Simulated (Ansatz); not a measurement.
**Saddle-point search, with input and output: Si$_{2}$PH$_{9}$ (part 1 of 2)**

The run: saddle-point search of Si$_{2}$PH$_{9}$. Method and program: RKS PBE0-D4/def2-SVP (Ansatz 0.2.0).

Some settings of this run were made unusual or wrong on purpose.

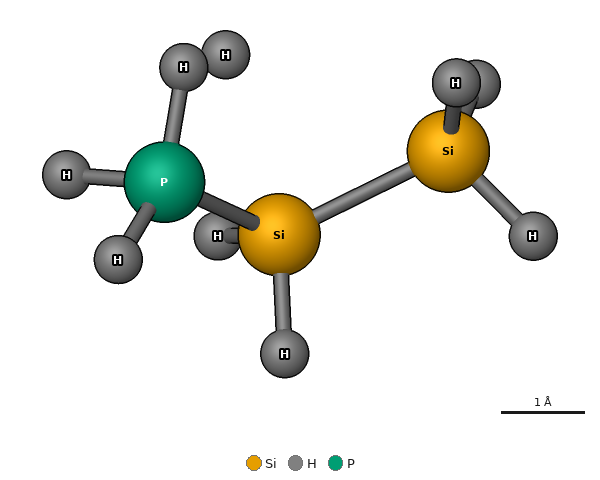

*The input geometry (ball-and-stick view, seen at an oblique angle).*

Bond lengths as drawn: H–P 1.38 to 1.44 Å, H–Si 1.46 to 1.49 Å, P–Si 2.25 Å and Si–Si 2.31 Å.

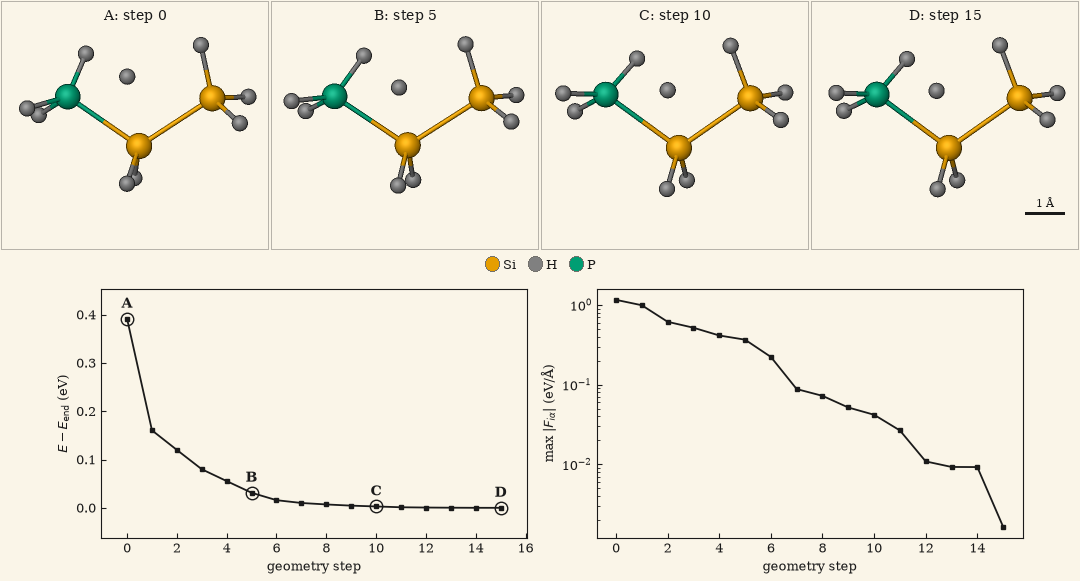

*Frames of the saddle-point search (ball-and-stick view, seen at a tilt) above the curves, on which the letters mark them (the first geometry is step 0 here and step 1 in the log).*

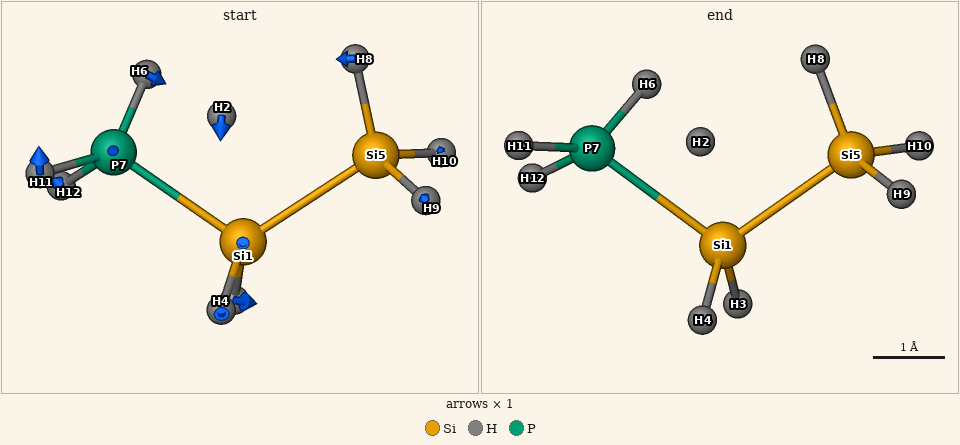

*Before (left) and after (right) the saddle-point search, at one scale (ball-and-stick view, seen at a tilt). The blue arrows give the displacements, at true length.*

The energy falls by 0.391 eV in 15 geometry steps. The largest force component goes from 1.2 to 0.0016 eV/Å. The largest move after the best rigid fit is that of H11, 0.45 Å. By element the largest moves are H 0.45 Å, Si 0.19 Å, P 0.14 Å. Among the contacts that change: Si1–P7 2.248 → 2.368 Å, H6–P7 1.418 → 1.532 Å, P7–H12 1.379 → 1.419 Å, Si1–H3 1.464 → 1.503 Å. Among the angles that change: H3–Si1–P7 108.5° → 127.1°, Si1–P7–H6 97.5° → 79.7°, Si1–P7–H11 121.9° → 136.3°. (Atoms are counted from 1 in the order of the input.)

These pictures come from the run below.

**The input**
```yaml
crystal:
  periodic: [false, false, false]
  atoms:
    - {symbol: Si, position_ang: [-0.462100, -0.297800, -0.748500]}
    - {symbol: H, position_ang: [1.691300, 0.228400, -0.163500]}
    - {symbol: H, position_ang: [0.078800, -0.607300, -2.073000]}
    - {symbol: H, position_ang: [-1.901700, -0.074100, -1.049200]}
    - {symbol: Si, position_ang: [-0.189500, -1.678600, 1.084100]}
    - {symbol: H, position_ang: [1.327300, 1.538100, 0.400800]}
    - {symbol: P, position_ang: [0.089200, 1.819000, -0.231700]}
    - {symbol: H, position_ang: [0.222700, -0.963800, 2.292800]}
    - {symbol: H, position_ang: [-1.467900, -2.334000, 1.381000]}
    - {symbol: H, position_ang: [0.773300, -2.745000, 0.818100]}
    - {symbol: H, position_ang: [-0.864000, 2.894000, -0.311500]}
    - {symbol: H, position_ang: [0.702500, 2.221100, -1.399400]}
basis:
  gaussian: {orbitals: def2-SVP}
hamiltonian: {xc: pbe0, dispersion: d4}
saddle:
  max_steps: 30
```

Launched with:
```bash
ansatz run in.yaml --threads 4 --pin off --events-out ev --progress --plain --max-ram 9574MiB
```

**Output**
```
Functional definition: PBE0
  name "PBE0"
  cite "Adamo & Barone, J. Chem. Phys. 110, 6158 (1999) doi:10.1063/1.478522"
  cite "Perdew, Burke & Ernzerhof, Phys. Rev. Lett. 77, 3865 (1996) doi:10.1103/PhysRevLett.77.3865"
  parent pbe
  parameter a = 0.25
  parameter kappa = 0.804
  parameter beta = 0.06672455060314922
  exchange = (1 - a)*pbe_x(kappa = kappa, mu = beta*pi^2/3) + a*exact_x
  correlation = pbe_c(beta = beta)
1020 factors; integrals over basis functions are off by at most 4.1e-4 eV
mean field evaluation 1: about -25167.8545 eV, gradient 1.2e1 eV
mean field evaluation 2: about -25167.7470 eV, gradient 1.3e1 eV
mean field evaluation 4: about -25168.5380 eV, gradient 4.7e-1 eV
mean field evaluation 8: about -25168.5404 eV, gradient 5.6e-3 eV
mean field -25168.54036417 eV, -924.9267985339 hartree, gradient 5.0e-5 eV, S^2 0.000000; 0 other end points of the search recorded, 0 dependent functions left out
the calculation of the forces begins
reference -25168.54039387 eV, -924.9267996253 hartree; 26, 26 occupied and 73, 73 virtual orbitals, 1020 factors
saddle search: the rotation starts from a random direction (saddle.seed = 0)
these checks for a lower state are left out or cut short: stability, starts, cluster_reference, orbital_swaps, neighbouring_geometries, increment
1020 factors; integrals over basis functions are off by at most 4.1e-4 eV
mean field evaluation 16: about -25168.5440 eV, gradient 2.0e-2 eV
mean field -25168.54403072 eV, -924.9269332770 hartree, gradient 9.2e-6 eV, S^2 0.000000; 0 other end points of the search recorded, 0 dependent functions left out
[... from here on the field's lines of each further geometry are left out, up to the last ...]
saddle step   1: F+E_penalty+E_count = -25168.80439677 eV  max|allowed force component| = 1.158e0 eV/Å  curvature = -7.7067 eV/Å²  mode residual = 7.48e-2 eV/Å²  Δτ_max = 0.0000 Å  (12 rotations, 15 force calls, 217 SCF iters)  cluster: 3 rotations left out, max|force component along them| = 7.796e-8 eV/Å
saddle step   2: F+E_penalty+E_count = -25169.03537922 eV  max|allowed force component| = 9.905e-1 eV/Å  curvature = -4.4298 eV/Å²  mode residual = 1.21e0 eV/Å²  Δτ_max = 0.2000 Å  (1 rotations, 3 force calls, 54 SCF iters)  cluster: 3 rotations left out, max|force component along them| = 1.821e-7 eV/Å
saddle step   3: F+E_penalty+E_count = -25169.07591573 eV  max|allowed force component| = 6.141e-1 eV/Å  curvature = -6.0540 eV/Å²  mode residual = 1.08e0 eV/Å²  Δτ_max = 0.0963 Å  (1 rotations, 3 force calls, 50 SCF iters)  cluster: 3 rotations left out, max|force component along them| = 1.650e-7 eV/Å
saddle step   4: F+E_penalty+E_count = -25169.11592947 eV  max|allowed force component| = 5.176e-1 eV/Å  curvature = -8.2501 eV/Å²  mode residual = 7.80e-1 eV/Å²  Δτ_max = 0.1487 Å  (1 rotations, 3 force calls, 53 SCF iters)  cluster: 3 rotations left out, max|force component along them| = 1.611e-7 eV/Å
saddle step   5: F+E_penalty+E_count = -25169.14043201 eV  max|allowed force component| = 4.134e-1 eV/Å  curvature = -7.6736 eV/Å²  mode residual = 5.50e-1 eV/Å²  Δτ_max = 0.0522 Å  (1 rotations, 3 force calls, 50 SCF iters)  cluster: 3 rotations left out, max|force component along them| = 2.306e-7 eV/Å
saddle step   6: F+E_penalty+E_count = -25169.16458177 eV  max|allowed force component| = 3.664e-1 eV/Å  curvature = -7.7877 eV/Å²  mode residual = 6.96e-1 eV/Å²  Δτ_max = 0.0725 Å  (1 rotations, 3 force calls, 50 SCF iters)  cluster: 3 rotations left out, max|force component along them| = 2.788e-7 eV/Å
saddle step   7: F+E_penalty+E_count = -25169.17995766 eV  max|allowed force component| = 2.226e-1 eV/Å  curvature = -7.9742 eV/Å²  mode residual = 6.37e-1 eV/Å²  Δτ_max = 0.0523 Å  (1 rotations, 3 force calls, 51 SCF iters)  cluster: 3 rotations left out, max|force component along them| = 1.678e-7 eV/Å
saddle step   8: F+E_penalty+E_count = -25169.18576916 eV  max|allowed force component| = 8.795e-2 eV/Å  curvature = -8.5732 eV/Å²  mode residual = 3.34e-1 eV/Å²  Δτ_max = 0.0563 Å  (1 rotations, 3 force calls, 50 SCF iters)  cluster: 3 rotations left out, max|force component along them| = 1.462e-7 eV/Å
saddle step   9: F+E_penalty+E_count = -25169.18879262 eV  max|allowed force component| = 7.232e-2 eV/Å  curvature = -8.7938 eV/Å²  mode residual = 3.54e-1 eV/Å²  Δτ_max = 0.0323 Å  (1 rotations, 3 force calls, 50 SCF iters)  cluster: 3 rotations left out, max|force component along them| = 1.639e-7 eV/Å
saddle step  10: F+E_penalty+E_count = -25169.19128098 eV  max|allowed force component| = 5.166e-2 eV/Å  curvature = -8.8194 eV/Å²  mode residual = 2.61e-1 eV/Å²  Δτ_max = 0.0399 Å  (1 rotations, 3 force calls, 50 SCF iters)  cluster: 3 rotations left out, max|force component along them| = 1.761e-7 eV/Å
saddle step  11: F+E_penalty+E_count = -25169.19296411 eV  max|allowed force component| = 4.187e-2 eV/Å  curvature = -8.9262 eV/Å²  mode residual = 3.26e-1 eV/Å²  Δτ_max = 0.0422 Å  (1 rotations, 5 force calls, 75 SCF iters)  cluster: 3 rotations left out, max|force component along them| = 1.824e-7 eV/Å
saddle step  12: F+E_penalty+E_count = -25169.19462907 eV  max|allowed force component| = 2.662e-2 eV/Å  curvature = -8.8758 eV/Å²  mode residual = 1.84e-1 eV/Å²  Δτ_max = 0.0277 Å  (1 rotations, 5 force calls, 76 SCF iters)  cluster: 3 rotations left out, max|force component along them| = 1.488e-7 eV/Å
saddle step  13: F+E_penalty+E_count = -25169.19518928 eV  max|allowed force component| = 1.089e-2 eV/Å  curvature = -8.8575 eV/Å²  mode residual = 1.45e-1 eV/Å²  Δτ_max = 0.0254 Å  (1 rotations, 6 force calls, 88 SCF iters)  cluster: 3 rotations left out, max|force component along them| = 1.437e-7 eV/Å
saddle step  14: F+E_penalty+E_count = -25169.19553824 eV  max|allowed force component| = 9.274e-3 eV/Å  curvature = -8.9212 eV/Å²  mode residual = 1.87e-1 eV/Å²  Δτ_max = 0.0250 Å  (1 rotations, 7 force calls, 99 SCF iters)  cluster: 3 rotations left out, max|force component along them| = 1.259e-7 eV/Å
saddle step  15: F+E_penalty+E_count = -25169.19574653 eV  max|allowed force component| = 9.240e-3 eV/Å  curvature = -8.9523 eV/Å²  mode residual = 1.42e-1 eV/Å²  Δτ_max = 0.0350 Å  (1 rotations, 13 force calls, 179 SCF iters)  cluster: 3 rotations left out, max|force component along them| = 1.334e-7 eV/Å
saddle search: the force at step 16 is within saddle.f_tol, and the search now checks the order of the point unasked, as it does wherever a lone molecule whose rigid rotations it leaves out would converge (saddle.isolated_cluster): at most 100 rotations across the mode and 202 force calls, two more next to a line or behind a second negative curvature, two more where it reads a positive, two for each turn that reads one and six more at each negative that it reads, and up to 22 at one that stands (24 where saddle.amplitude is under 0.005 Å), over each length that the point is read over (saddle.order_check: false declines the check)
saddle search: the rotation starts from a random direction (saddle.seed = 0)
the calculation of the forces begins
reference -25168.93959978 eV, -924.9414701718 hartree; 26, 26 occupied and 73, 73 virtual orbitals, 1020 factors
1020 factors; integrals over basis functions are off by at most 6.7e-4 eV
mean field -25168.93955901 eV, -924.9414686738 hartree, gradient 2.3e-5 eV, S^2 0.000000; 1 other end points of the search recorded, 0 dependent functions left out
the calculation of the forces begins
reference -25168.93958842 eV, -924.9414697543 hartree; 26, 26 occupied and 73, 73 virtual orbitals, 1020 factors
saddle step  16: F+E_penalty+E_count = -25169.19580413 eV  max|allowed force component| = 1.649e-3 eV/Å  curvature = -8.8683 eV/Å² (error put at 0.0019; -8.8697 at half of saddle.amplitude)  mode residual = 1.23e-1 eV/Å²  Δτ_max = 0.0206 Å  (1 rotations, 52 force calls, 669 SCF iters)  order check (unasked): unresolved, curvature across the mode = +0.0443 eV/Å² (44 force calls)  cluster: 3 rotations left out, max|force component along them| = 1.413e-7 eV/Å
saddle search: converged; its order check could not tell the order of the point: after 36 rotations it read +0.044 eV/Å² across the mode with a residual of 7.88e-2 eV/Å², and holds the second-lowest curvature to +0.044 eV/Å² at the most. That shows no second curvature under the negative of saddle.curvature_tol, and does not show that there is none
Total energy: -25169.19583353 eV, -924.9508865886 hartree
Atom 0 at    -0.342233    -0.339904    -0.882485 Å, force     0.000528    -0.000532     0.000414 eV/Å
Atom 1 at     1.365332     0.168461    -0.387392 Å, force     0.000108     0.000608    -0.000027 eV/Å
Atom 2 at     0.219653    -0.979228    -2.120770 Å, force    -0.000100    -0.000361    -0.000265 eV/Å
Atom 3 at    -1.796708    -0.167604    -1.267126 Å, force    -0.000243     0.000110    -0.000028 eV/Å
Atom 4 at    -0.197392    -1.607167     1.079716 Å, force     0.000408    -0.000882     0.000835 eV/Å
Atom 5 at     1.313723     1.218949     0.334338 Å, force    -0.000192     0.000076    -0.000286 eV/Å
Atom 6 at     0.012348     1.878211    -0.133423 Å, force     0.000152     0.000130     0.000360 eV/Å
Atom 7 at     0.261898    -0.697638     2.178102 Å, force    -0.000552    -0.001089    -0.001022 eV/Å
Atom 8 at    -1.494488    -2.227699     1.494281 Å, force     0.001552     0.000934    -0.000682 eV/Å
Atom 9 at     0.817364    -2.688859     0.894232 Å, force    -0.001649     0.001439     0.000578 eV/Å
Atom 10 at    -0.814242     3.056361     0.103253 Å, force     0.000360    -0.000492     0.000035 eV/Å
Atom 11 at     0.654645     2.386117    -1.292727 Å, force    -0.000372     0.000059     0.000088 eV/Å
Dipole moment:    -0.004517     0.456364     0.023241 e Å
```

**Trajectory as extended XYZ (Å, eV, eV/Å), 16 frames, from step=1 to step=16**
```
12
Properties=species:S:1:pos:R:3:forces:R:3 step=1 energy=-25168.80440
Si   -0.4621   -0.2978   -0.7485    0.3922   0.3923   0.1582
H     1.6913    0.2284   -0.1635   -0.4520   0.2061   0.0637
H     0.0788   -0.6073   -2.0730    0.2676  -0.3887  -0.3970
H    -1.9017   -0.0741   -1.0492   -0.5153  -0.0235   0.0188
Si   -0.1895   -1.6786    1.0841    0.0428  -0.0216  -0.1835
H     1.3273    1.5381    0.4008    1.1577  -0.7157   0.7409
P     0.0892    1.8190   -0.2317   -0.9599   0.3248  -0.1361
H     0.2227   -0.9638    2.2928    0.1688   0.4767   0.3783
H    -1.4679   -2.3340    1.3810   -0.5781  -0.2318   0.1158
H     0.7733   -2.7450    0.8181    0.4585  -0.3829  -0.2179
H    -0.8640    2.8940   -0.3115   -0.4816   0.2610   0.2714
H     0.7025    2.2211   -1.3994    0.4994   0.1033  -0.8126
12
Properties=species:S:1:pos:R:3:forces:R:3 step=2 energy=-25169.03538
Si   -0.4359   -0.2916   -0.7625    0.9905   0.0013   0.2694
H     1.5406    0.1260   -0.2460   -0.5706  -0.0544  -0.1413
H     0.1164   -0.6740   -2.0817   -0.0252  -0.2418  -0.2287
H    -1.8945   -0.0862   -1.0423   -0.3798   0.0692  -0.0678
Si   -0.1783   -1.6791    1.0785   -0.1324  -0.0098  -0.1546
H     1.3190    1.6219    0.5201   -0.3748   0.1688   0.0772
P     0.1029    1.8423   -0.2483    0.1759  -0.3319   0.0443
H     0.2275   -0.9109    2.2762    0.1053   0.2408   0.1691
H    -1.4763   -2.3318    1.3817   -0.2524  -0.1585   0.1324
H     0.8058   -2.7453    0.8037    0.2469  -0.1554  -0.0992
H    -0.8664    2.9226   -0.2370    0.0471   0.3145   0.2349
H     0.7391    2.2060   -1.4423    0.1694   0.1571  -0.2358
```
